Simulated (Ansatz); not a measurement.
# How fast states decay through Al2O5

A new crystal, Al2O5: structure, gap and complex bands. It is built by putting O for Te in the Al2Te5 structure of space group C2/m, with the volume rescaled by atomic radii. The parent structure comes from the Materials Project.

Calculated with Ansatz 0.2.0; r2SCAN DFT, plane waves, PAW files, in the first sound run; inputs show where later runs differ.

The structure was built from a prototype and need not be the compound's stable phase.

## 1. Starting point

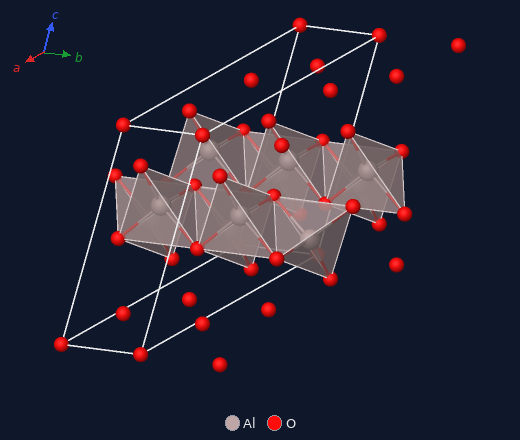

The starting structure, seen slightly off an axis (aluminium light grey, oxygen red). 1×2×1 cells are drawn. This picture shows the conventional cell, with its axes. Bonds to atoms that aren't drawn are left out. Some periodic images of atoms are drawn too.

## 2. Cell and atoms at rest

The substituted atoms don't fit the parent's cell, so cell and atoms relax together. A small smearing keeps the run stable in case the gap closes on the way.

File input.yaml:

```yaml
crystal:
  lattice:
    - [5.3222119848, -1.5825333062, 0.0]
    - [5.3222119848, 1.5825333062, 0.0]
    - [-4.7054973467, 0.0, 6.1521338725]
  atoms:
    - { symbol: Al, position: [0.37049554, 0.37049554, 0.59810599] }
    - { symbol: Al, position: [0.62950446, 0.62950446, 0.40189401] }
    - { symbol: O, position: [0.58145532, 0.58145532, 0.87374735] }
    - { symbol: O, position: [0.41854468, 0.41854468, 0.12625265] }
    - { symbol: O, position: [0.0, 0.0, 0.0] }
    - { symbol: O, position: [0.18147808, 0.18147808, 0.59993166] }
    - { symbol: O, position: [0.81852192, 0.81852192, 0.40006834] }
kpoints:
  mp_grid: { grid: [8, 8, 4] }
scf:
  occupations: { method: gaussian, width: 0.03 }
hamiltonian:
  xc: r2scan
output:
  forces: true
  stress: true
relax:
  f_tol: 0.02
  max_steps: 60
  cell: {}
```

Run with:

```console
$ ansatz run input.yaml --threads 2 --pin off --max-ram 4096MiB --backend cpu --events-out ev --progress --plain --runs-dir out
```

Numbers of over 12 decimals in the logs are rounded to 6 here.

Log:

```text
basis.fft_grid_basis auto: the FFT boxes are laid along the combinations [[1, -1, 0], [0, 1, 0], [1, 0, 1]] of the cell's own vectors, 3.165, 5.553 and 6.382 Å long. The dense box has 24×45×48 points. Along the cell's own vectors, as sized, it would have 45×45×60, 2.34 times as many. Of the 4 symmetry operations that the crystal satisfies within crystal.symmetry.tolerance (time reversal apart; of a slab, those that k [...]
Engine: ansatz 0.2.0, aarch64-unknown-linux-gnu
Pseudopotentials: kind: paw
Pseudopotential: Al, paw, valence charge 3, recommended cutoff 500 eV (meta_gga), Al.paw.azcp
Pseudopotential: O, paw, valence charge 6, recommended cutoff 500 eV (meta_gga), O.paw.azcp
Functional definition: r2SCAN
  parameter k0 = 0.174
  parameter k1 = 0.065
  parameter a1 = 4.9479
  exchange = r2scan_x(k0 = k0, k1 = k1, a1 = a1)
  correlation = r2scan_c
Crystal: 7 atoms, lattice volume = 103.634 Å³
Basis set: ecut = 500 eV, 2639 PW (Γ), FFT grids on a1−a2, a2, a1+a3, exchange–correlation on 96×180×192 points (64 copies of the dense FFT grid, shifted against one another)
Bands: 25, of which v1, the nominal top of the filled ones, is band 18 counted from 1 (17 counted from 0)
Symmetry: 4 space group operations
Space group: C2/m (ITA 12), of the structure as read, at distance tolerance 4.7e-5 Å
k-points: 78 of 256
Non-local potential: Al, projectors of the file, l = 0: 2, l = 1: 2, l = 2: 1
Non-local potential: O, projectors of the file, l = 0: 2, l = 1: 2, l = 2: 1
PAW form: soft (Blöchl's): semilocal exchange-correlation on the pseudo side does not see the compensation charge
PAW frozen core: Al, regenerated for the run's functional (the file was generated under x = pbe(κ = 0.804, μ = 0.219515), c = pbe(β = 0.066725))
PAW frozen core: O, regenerated for the run's functional (the file was generated under x = pbe(κ = 0.804, μ = 0.219515), c = pbe(β = 0.066725))
PAW one-centre angular grid: Al, 302 points (default); XC on 160 Gauss nodes
PAW one-centre angular grid: O, 302 points (default); XC on 160 Gauss nodes
Initial density: superposition of atomic densities (neutral atoms: chi_scale 0, normalization atom), corrected by the library's trained network
Initial wavefunctions: pseudopotential atomic-orbital guess
Functional: x = r2scan, c = r2scan; τ floored in thin density (d = 2e-4 eV/Å³)
SCF iter   1: F=—  HF=-3915.502670 eV  |F-HF|=—  |Δ(HF+E_count)|=         —  Δρ=1.64e-2  dr2=3.69e-1  dr2_τ=1.69e-1  ethr=1.77e-3  ⟨swp⟩=6.5  Hψ=10057  notcnv=0  defer=17
preconditioner: auto → Resta (q_TF=auto, 2.287 Å⁻¹)  ε∞=4.3  [insulator: Δε(μ)=0.872 eV  Ē_g=12.039 eV  σ=0.030 eV  W_gap=1.00  n_scr=20 (ndim 8)  ℏωp=21.9 eV  f_vac=0.060  D(μ)=0.00/eV (n_scr^D=0)  ε∞_Penn≈4.3]
SCF iter   2: F=—  HF=-3915.650568 eV  |F-HF|=—  |Δ(HF+E_count)|=   1.48e-1  Δρ=3.06e-2  dr2=1.16e0  dr2_τ=1.12e-1  ethr=1.03e-3  ⟨swp⟩=3.0  Hψ=4111  notcnv=0  defer=128  recentre
SCF iter   3: F=—  HF=-3915.568907 eV  |F-HF|=—  |Δ(HF+E_count)|=   8.17e-2  Δρ=9.59e-3  dr2=1.32e-1  dr2_τ=3.40e-3  ethr=1.03e-3  ⟨swp⟩=2.0  Hψ=2466  notcnv=0  defer=128
SCF iter   4: F=—  HF=-3915.551727 eV  |F-HF|=—  |Δ(HF+E_count)|=   1.72e-2  Δρ=4.03e-3  dr2=3.22e-2  dr2_τ=5.23e-4  ethr=3.66e-4  ⟨swp⟩=2.0  Hψ=2665  notcnv=0  defer=77
automatic band count: iteration 4 solves 24 bands in place of 25: the levels show a gap, and the empty bands left out lie too high to hold charge; the band table lists the bands solved (type scf.n_extra_bands for more)
SCF iter   5: F=—  HF=-3915.540948 eV  |F-HF|=—  |Δ(HF+E_count)|=   1.08e-2  Δρ=1.20e-3  dr2=1.69e-3  dr2_τ=7.89e-5  ethr=8.95e-5  ⟨swp⟩=2.5  Hψ=3145  notcnv=0  defer=41
automatic band count: iteration 5 solves 23 bands in place of 24: the levels show a gap, and the empty bands left out lie too high to hold charge; the band table lists the bands solved (type scf.n_extra_bands for more)
SCF iter   6: F=—  HF=-3915.540888 eV  |F-HF|=—  |Δ(HF+E_count)|=   5.98e-5  Δρ=5.21e-4  dr2=3.52e-4  dr2_τ=2.00e-5  ethr=4.70e-6  ⟨swp⟩=1.9  Hψ=2623  notcnv=0  defer=41
SCF iter   7: F=—  HF=-3915.540913 eV  |F-HF|=—  |Δ(HF+E_count)|=   2.49e-5  Δρ=2.77e-4  dr2=8.20e-5  dr2_τ=8.92e-6  ethr=9.77e-7  ⟨swp⟩=2.7  Hψ=3347  notcnv=0  defer=41
SCF iter   8: F=—  HF=-3915.540901 eV  |F-HF|=—  |Δ(HF+E_count)|=   1.20e-5  Δρ=5.97e-5  dr2=3.96e-6  dr2_τ=3.17e-7  ethr=2.28e-7  ⟨swp⟩=2.0  Hψ=2613  notcnv=0  defer=41
SCF iter   9: F=—  HF=-3915.540904 eV  |F-HF|=—  |Δ(HF+E_count)|=   2.60e-6  Δρ=1.66e-5  dr2=3.10e-7  dr2_τ=1.87e-8  ethr=1.10e-8  ⟨swp⟩=2.6  Hψ=3156  notcnv=0  defer=41
SCF iter  10: F=-3915.540904 eV  HF=-3915.540904 eV  |F-HF|=6.09e-9  |Δ(HF+E_count)|=   7.56e-8  Δρ=2.73e-6  dr2=1.02e-8  dr2_τ=5.51e-10  ethr=2.78e-10  ⟨swp⟩=4.4  Hψ=6082  notcnv=0
SCF 1 converged in 10 iterations: F = -3915.540904 eV  dr2 = 1.02e-8
  greatest PAW one-centre occupation: 0.900 electrons in one spin orbital (limit 2), on the O atom at site 4 (counted from 0), in its partial waves of l = 0
relax step   1: F+E_penalty+E_count = -3915.54090363 eV  Δ(F+E_penalty+E_count) = +0.000e0 eV  max|allowed force component| = 4.055e0 eV/Å  Δτ_max = 0.0000 Å  P = -25.356 GPa  Ω = 103.634 Å³  (10 SCF iters, dr2 threshold 1.00e-7 eV, accepted)
Crystal: 7 atoms, lattice volume = 96.717 Å³
Basis set: ecut = 500 eV, 2471 PW (Γ), FFT grids on a1−a2, a2, a1+a3, exchange–correlation on 96×180×192 points (64 copies of the dense FFT grid, shifted against one another)
Initial density: handed on by an earlier stage of this run
Initial wavefunctions: those handed on with the density
SCF iter   1: F=—  HF=-3919.195509 eV  |F-HF|=—  |Δ(HF+E_count)|=         —  Δρ=3.98e-2  dr2=1.32e0  dr2_τ=3.71e0  ethr=3.10e-3  ⟨swp⟩=7.0  Hψ=7744  notcnv=0
automatic band count: iteration 1 solves 21 bands in place of 25: the levels show a gap, and the empty bands left out lie too high to hold charge; the band table lists the bands solved (type scf.n_extra_bands for more)
preconditioner: auto → Resta (q_TF=auto, 2.314 Å⁻¹)  ε∞=6.2  [insulator: Δε(μ)=1.038 eV  Ē_g=9.954 eV  σ=0.030 eV  W_gap=1.00  n_scr=20 (ndim 8)  ℏωp=22.7 eV  f_vac=0.077  D(μ)=0.00/eV (n_scr^D=0)  ε∞_Penn≈6.2]
SCF iter   2: F=—  HF=-3919.061163 eV  |F-HF|=—  |Δ(HF+E_count)|=   1.34e-1  Δρ=3.92e-2  dr2=1.41e0  dr2_τ=1.99e-1  ethr=3.10e-3  ⟨swp⟩=2.0  Hψ=3799  notcnv=0
SCF iter   3: F=—  HF=-3918.927826 eV  |F-HF|=—  |Δ(HF+E_count)|=   1.33e-1  Δρ=1.30e-2  dr2=1.63e-1  dr2_τ=1.79e-2  ethr=3.10e-3  ⟨swp⟩=2.0  Hψ=2170  notcnv=0
SCF iter   4: F=—  HF=-3918.915411 eV  |F-HF|=—  |Δ(HF+E_count)|=   1.24e-2  Δρ=5.38e-3  dr2=2.75e-2  dr2_τ=1.46e-3  ethr=4.53e-4  ⟨swp⟩=2.0  Hψ=2280  notcnv=0
[...]
relax step  14: F+E_penalty+E_count = -3921.06484933 eV  Δ(F+E_penalty+E_count) = -1.010e-2 eV  max|allowed force component| = 3.239e-1 eV/Å  Δτ_max = 0.0790 Å  P = +0.334 GPa  Ω = 78.841 Å³  energy of the carried Pulay correction = +7.627e-3 eV  (8 SCF iters, dr2 threshold 7.00e-7 eV, accepted)
relax step  15: F+E_penalty+E_count = -3921.03120275 eV  Δ(F+E_penalty+E_count) = +3.365e-2 eV  max|allowed force component| = 6.020e-1 eV/Å  Δτ_max = 0.1363 Å  P = -2.225 GPa  Ω = 80.532 Å³  energy of the carried Pulay correction = +7.041e-3 eV  (9 SCF iters, dr2 threshold 7.00e-7 eV, rejected (line search))
relax step  16: F+E_penalty+E_count = -3921.08455583 eV  Δ(F+E_penalty+E_count) = -1.971e-2 eV  max|allowed force component| = 4.769e-1 eV/Å  Δτ_max = 0.0976 Å  P = +0.539 GPa  Ω = 78.914 Å³  energy of the carried Pulay correction = +7.601e-3 eV  (14 SCF iters, accepted)
relax step  17: F+E_penalty+E_count = -3921.09204833 eV  Δ(F+E_penalty+E_count) = -7.493e-3 eV  max|allowed force component| = 3.648e-1 eV/Å  Δτ_max = 0.0358 Å  P = -0.208 GPa  Ω = 79.416 Å³  energy of the carried Pulay correction = +7.426e-3 eV  (7 SCF iters, dr2 threshold 7.00e-7 eV, accepted)
relax step  18: F+E_penalty+E_count = -3921.09866966 eV  Δ(F+E_penalty+E_count) = -6.621e-3 eV  max|allowed force component| = 1.902e-2 eV/Å  Δτ_max = 0.0212 Å  P = -0.068 GPa  Ω = 78.724 Å³  energy of the carried Pulay correction = +7.668e-3 eV  (7 SCF iters, dr2 threshold 7.00e-7 eV, accepted)
relax step  19: F+E_penalty+E_count = -3921.09889682 eV  Δ(F+E_penalty+E_count) = -2.272e-4 eV  max|allowed force component| = 1.115e-2 eV/Å  Δτ_max = 0.0063 Å  P = +0.046 GPa  Ω = 78.537 Å³  energy of the carried Pulay correction = +7.733e-3 eV  (7 SCF iters, dr2 threshold 5.41e-8 eV, accepted)
relax step  20: F+E_penalty+E_count = -3921.09890403 eV  Δ(F+E_penalty+E_count) = -7.212e-6 eV  max|allowed force component| = 3.869e-3 eV/Å  Δτ_max = 0.0015 Å  P = -0.004 GPa  Ω = 78.612 Å³  energy of the carried Pulay correction = +7.707e-3 eV  (6 SCF iters, dr2 threshold 1.99e-8 eV, accepted)
relax step  21: F+E_penalty+E_count = -3921.08957285 eV  Δ(F+E_penalty+E_count) = +9.331e-3 eV  max|allowed force component| = 4.096e-3 eV/Å  Δτ_max = 0.0000 Å  P = +0.066 GPa  Ω = 78.612 Å³  stress off target by 1.64e-1 GPa  SCF on the basis re-selected at this cell (its energy is not comparable with the rows above)  (8 SCF iters)
relax step  22: F+E_penalty+E_count = -3921.08963836 eV  Δ(F+E_penalty+E_count) = -6.551e-5 eV  max|allowed force component| = 5.992e-3 eV/Å  Δτ_max = 0.0023 Å  P = -0.034 GPa  Ω = 78.742 Å³  energy of the carried Pulay correction = -6.594e-5 eV  (6 SCF iters, dr2 threshold 6.75e-8 eV, accepted)
relax step  23: F+E_penalty+E_count = -3921.08966698 eV  Δ(F+E_penalty+E_count) = -2.861e-5 eV  max|allowed force component| = 3.327e-3 eV/Å  Δτ_max = 0.0013 Å  P = +0.006 GPa  Ω = 78.744 Å³  energy of the carried Pulay correction = -6.541e-5 eV  (6 SCF iters, dr2 threshold 4.07e-8 eV, accepted)
iter 1 solved again at ethr=1.95e-7 eV; its pass at ethr=3.10e-3 eV (dr2=7.01e-5 eV) is discarded
SCF iter   1: F=—  HF=-3921.089715 eV  |F-HF|=—  |Δ(HF+E_count)|=         —  Δρ=4.68e-5  dr2=4.81e-8  dr2_τ=4.25e-8  ethr=1.95e-7  ⟨swp⟩=3.0  Hψ=15592  notcnv=0
eigensolver tolerance schedule: the retry pair's looser diagonalisation over-reported the residual by 1456.03 of it (diagonalisation noise at 0.10 of the residual, at the tolerance the schedule requests for it); recorded, not acted on — ethr = c·dr2/N_el stays at c = 1.0e-1
preconditioner: auto → Resta (q_TF=auto, 2.395 Å⁻¹)  ε∞=3.9  [insulator: Δε(μ)=0.432 eV  Ē_g=14.832 eV  σ=0.030 eV  W_gap=1.00  n_scr=20 (ndim 8)  ℏωp=25.1 eV  f_vac=0.063  D(μ)=0.00/eV (n_scr^D=0)  ε∞_Penn≈3.9]
SCF iter   2: F=—  HF=-3921.089721 eV  |F-HF|=—  |Δ(HF+E_count)|=   6.20e-6  Δρ=2.36e-5  dr2=1.29e-8  dr2_τ=2.50e-7  ethr=1.34e-10  ⟨swp⟩=2.0  Hψ=3344  notcnv=0
SCF iter   3: F=—  HF=-3921.089720 eV  |F-HF|=—  |Δ(HF+E_count)|=   2.56e-7  Δρ=3.44e-6  dr2=7.93e-9  dr2_τ=1.85e-9  ethr=3.59e-11  ⟨swp⟩=2.0  Hψ=3349  notcnv=0
SCF iter   4: F=—  HF=-3921.089720 eV  |F-HF|=—  |Δ(HF+E_count)|=   1.48e-9  Δρ=1.38e-6  dr2=1.64e-9  dr2_τ=1.95e-10  ethr=2.20e-11  ⟨swp⟩=2.1  Hψ=3108  notcnv=0
SCF iter   5: F=—  HF=-3921.089720 eV  |F-HF|=—  |Δ(HF+E_count)|=  4.59e-11  Δρ=4.67e-7  dr2=2.01e-10  dr2_τ=4.42e-11  ethr=4.56e-12  ⟨swp⟩=1.0  Hψ=1950  notcnv=0
SCF iter   6: F=-3921.089720 eV  HF=-3921.089720 eV  |F-HF|=3.18e-12  |Δ(HF+E_count)|=  8.87e-11  Δρ=9.34e-8  dr2=7.96e-12  dr2_τ=1.86e-12  ethr=1.00e-12  ⟨swp⟩=4.0  Hψ=6294  notcnv=0
SCF 24 converged in 6 iterations: F = -3921.089720 eV  dr2 = 7.96e-12
relax step  24: F+E_penalty+E_count = -3921.08972050 eV  Δ(F+E_penalty+E_count) = -5.352e-5 eV  max|allowed force component| = 3.330e-3 eV/Å  Δτ_max = 0.0000 Å  P = +0.005 GPa  Ω = 78.744 Å³  stress off target by 2.75e-2 GPa  SCF on the basis re-selected at this cell (its energy is not comparable with the rows above)  (6 SCF iters)
basis re-selected at this cell: Δ(F+E_penalty+E_count) = -5.352e-5 eV, ΔP = -0.000 GPa vs the last step (what re-selecting the basis moved, of the pressure what is left beyond the Pulay correction that the steps carried, after the strain that the cell walked since its last selection, with what the two solves' SCF thresholds leave and, on support functions, any second-order correction that the steps lacked; it is no m [...]
SCF converged after 6 iterations
Free energy (F): -3921.089720 eV
Harris-Foulkes:  -3921.089720 eV  (|F-HF|=3.18e-12)
Internal energy: -3921.089720 eV  (E = F + TS)
E sigma→0 (E₀):  -3921.089720 eV
Fermi energy:    3.236541 eV
--- Per-component energies (eV) ---
  E_band       = -144.503681
  E_kinetic    = 925.274163
  E_local      = -2101.941721  (includes V_loc(G=0)·N_el)
  E_nonlocal   = 256.533324
  E_hartree    = 757.992237
  E_xc         = -439.515957
  E_vxc        = -591.676670  (∫ρ·V_xc dr)
  E_paw        = -1742.838083  (= ΣΔE_a)
  E_vpaw       = -186.927718  (= ΣTr[D̂ρ^β])
  E_aug_tail   = 0.004989  (compensation charges beyond the density's cutoff)
  E_vtau       = 38.245461  (kinetic-family band-sum trace: ∫τ·v_τ [+ j·A + Jᵃ·Aᵃ] dr)
  E_ewald      = -1576.318752
  E_core_change = -0.279921  (= ΣΔE_core)
  E_smearing   = -0.000000  (= −TS)
  E_closure    = 0.000000  (closes the sum)
  Σ components = -3921.089720   (vs F -3921.089720, Δ=0.00e0)
--- Forces (eV/Å), atoms counted from 1 ---
  atom   1  Al     0.00333029     0.00000000     0.00180870
  atom   2  Al    -0.00333029     0.00000000    -0.00180870
  atom   3  O     -0.00174815     0.00000000     0.00019578
  atom   4  O      0.00174815     0.00000000    -0.00019578
  atom   5  O      0.00000000     0.00000000     0.00000000
  atom   6  O     -0.00222629     0.00000000    -0.00038200
  atom   7  O      0.00222629     0.00000000     0.00038200
  max |Σ_I F_I| component: 8.67e-19 eV/Å
--- Stress (GPa, compression-positive) ---
        0.002921       0.000000       0.014475
        0.000000      -0.005708       0.000000
        0.014891       0.000000       0.018664
  P = ⅓ Tr σ = 0.0053 GPa (0.053 kbar)
--- Relaxed structure (22 steps of the walk, 21 accepted, 2 SCFs on fresh bases) ---
  F+E_penalty+E_count = -3921.08972050 eV   max|allowed force component| = 3.330e-3 eV/Å   (the final SCF, on the basis selected at the relaxed cell)
  cell:  # Å, volume = 78.7443 Å³
    - [4.814491, -1.495549, -0.974349]
    - [4.814491, 1.495549, -0.974349]
    - [-5.382893, 0, 6.557502]
  atoms:
    - { symbol: Al, position: [0.420260, 0.420260, 0.682899] }
    - { symbol: Al, position: [0.579740, 0.579740, 0.317101] }
    - { symbol: O, position: [0.633886, 0.633886, 1.012029] }
    - { symbol: O, position: [0.366114, 0.366114, -0.012029] }
    - { symbol: O, position: [8.341783857159744e-19, 8.341783857159746e-19, 3.021118093670737e-19] }
    - { symbol: O, position: [0.122433, 0.122433, 0.457476] }
    - { symbol: O, position: [0.877567, 0.877567, 0.542524] }
```

Elapsed: 4 min, on 2 threads of Arm Neoverse V2, shared host; peak memory 0.71 GiB.

The steps of the relaxation (22 of 24):

| step | energy less that of the first step (eV) | largest force component (eV/Å) | pressure (GPa) | volume (Å³) |
| --- | --- | --- | --- | --- |
| 1 | 0.0000 | 4.0552 | -25.36 | 103.63 |
| 2 | -3.3710 | 2.8813 | -20.43 | 96.72 |
| 3 | -5.1320 | 0.7949 | -2.32 | 86.80 |
| 4 | -5.3027 | 0.5194 | -1.29 | 85.14 |
| 5 | -5.4049 | 0.3940 | 0.33 | 81.75 |
| 6 | -5.4259 | 0.1514 | -0.06 | 82.17 |
| 8 | -5.4325 | 0.1943 | 0.04 | 81.67 |
| 9 | -5.4356 | 0.1462 | -0.13 | 82.81 |
| 10 | -5.4428 | 0.1314 | 0.10 | 84.87 |
| 11 | -5.4540 | 0.3291 | 0.22 | 85.65 |
| 12 | -5.4841 | 0.2017 | 0.83 | 84.82 |
| 13 | -5.5138 | 0.4913 | -0.96 | 83.08 |
| 14 | -5.5239 | 0.3239 | 0.33 | 78.84 |
| 15 | -5.4903 | 0.6020 | -2.23 | 80.53 |
| 16 | -5.5437 | 0.4769 | 0.54 | 78.91 |
| 17 | -5.5511 | 0.3648 | -0.21 | 79.42 |
| 19 | -5.5580 | 0.0112 | 0.05 | 78.54 |
| 20 | -5.5580 | 0.0039 | 0.00 | 78.61 |
| 21* | -5.5487 | 0.0041 | 0.07 | 78.61 |
| 22 | -5.5487 | 0.0060 | -0.03 | 78.74 |
| 23 | -5.5488 | 0.0033 | 0.01 | 78.74 |
| 24* | -5.5488 | 0.0033 | 0.01 | 78.74 |

Relaxation steps marked * repeat the geometry before them on a plane-wave basis chosen anew for their cell, so energy and pressure can jump there. Other such steps can lie between the rows shown. Relaxation step 15 was tried and not accepted.

Forces are held to the 4 operations that the run works with; a distortion that breaks them can't arise in this run.

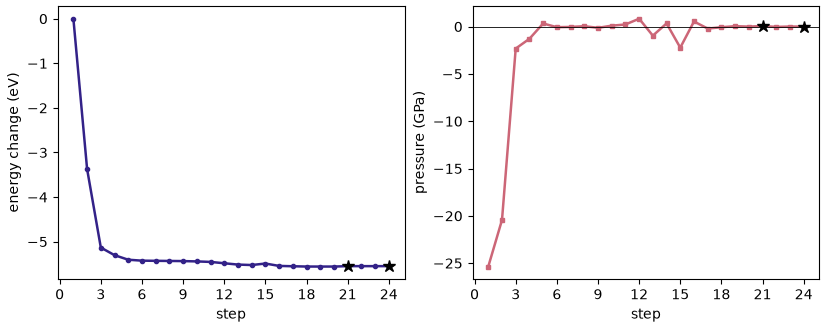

Energy and pressure along the relaxation. Stars mark steps on a basis chosen anew.

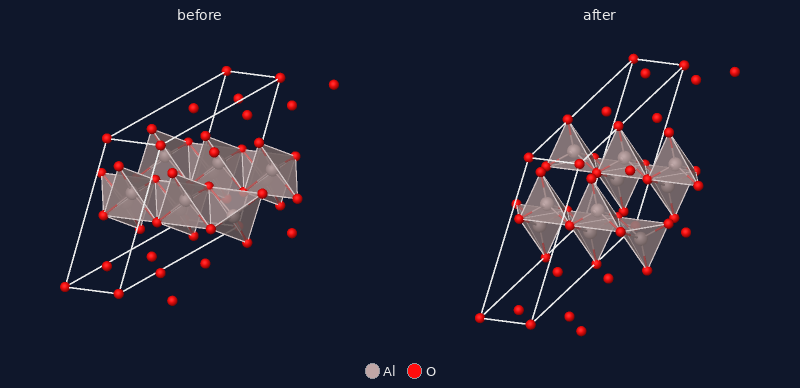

The structure before and after the relaxation, drawn at the same scale. Bonds to atoms that aren't drawn are left out.

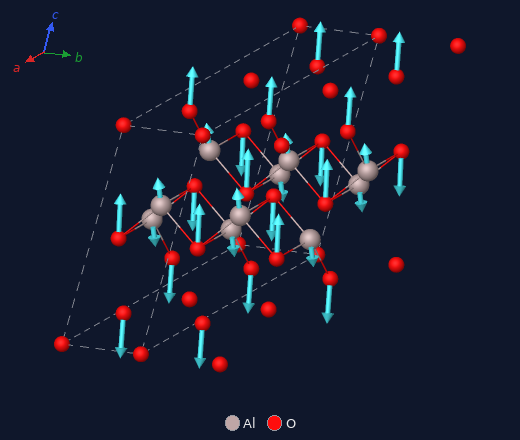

Displacements in the relaxation, exaggerated, measured against the changing cell; the longest in the cell stands for 0.84 Å. Bonds to atoms that aren't drawn are left out. 1×2×1 conventional cells are drawn. Some periodic images of atoms are drawn too.

| cell as run | before | after | change |
| --- | --- | --- | --- |
| a (Å) | 5.553 | 5.135 | -7.5 % |
| b (Å) | 5.553 | 5.135 | -7.5 % |
| c (Å) | 7.745 | 8.484 | +9.5 % |
| α (°) | 125.61 | 137.87 | +9.8 % |
| β (°) | 125.61 | 137.87 | +9.8 % |
| γ (°) | 33.12 | 33.87 | +2.3 % |
| volume (Å³/atom) | 14.80 | 11.25 | -24.0 % |

The atoms that moved most (Å, as changes of fractional coordinates times the final cell):

| atom | dx | dy | dz | length |
| --- | --- | --- | --- | --- |
| O6 | 0.198 | 0.000 | -0.819 | 0.843 |
| O7 | -0.198 | 0.000 | 0.819 | 0.843 |
| O3 | -0.239 | 0.000 | 0.805 | 0.839 |
| O4 | 0.239 | 0.000 | -0.805 | 0.839 |
| Al2 | -0.023 | 0.000 | -0.459 | 0.460 |
| Al1 | 0.023 | 0.000 | 0.459 | 0.460 |

Final coordinates:

```cif
data_structure
_symmetry_space_group_name_H-M 'P 1'
_symmetry_Int_Tables_number 1
_cell_length_a 5.1347
_cell_length_b 5.1347
_cell_length_c 8.4839
_cell_angle_alpha 137.867
_cell_angle_beta 137.867
_cell_angle_gamma 33.867
_cell_volume 78.74
loop_
_atom_site_label
_atom_site_type_symbol
_atom_site_fract_x
_atom_site_fract_y
_atom_site_fract_z
_atom_site_occupancy
Al1 Al 0.42026 0.42026 0.68290 1
Al2 Al 0.57974 0.57974 0.31710 1
O3 O 0.63389 0.63389 0.01203 1
O4 O 0.36611 0.36611 0.98797 1
O5 O 0.00000 0.00000 0.00000 1
O6 O 0.12243 0.12243 0.45748 1
O7 O 0.87757 0.87757 0.54252 1
```

Numbers from this step:

```yaml
free_energy: -3921.0897 eV
fermi_energy: 3.237 eV
pressure: 0.005292 GPa
```

The largest force component on a free atom ends at 0.0033 eV/Å.

(Continued in part 2 of 3.)

[Logs are printed without paths, hosts, clocks, repeated set-up lines and the standing remarks that a program may print on its own settings, such as how far it seeks lower states.]

[Hosts, paths, dates, database ids (printed as entryN), source tags and the programs' standing remarks are cut or masked in the printed files.]

[New means built here by substitution; the compound itself may be known and measured.]
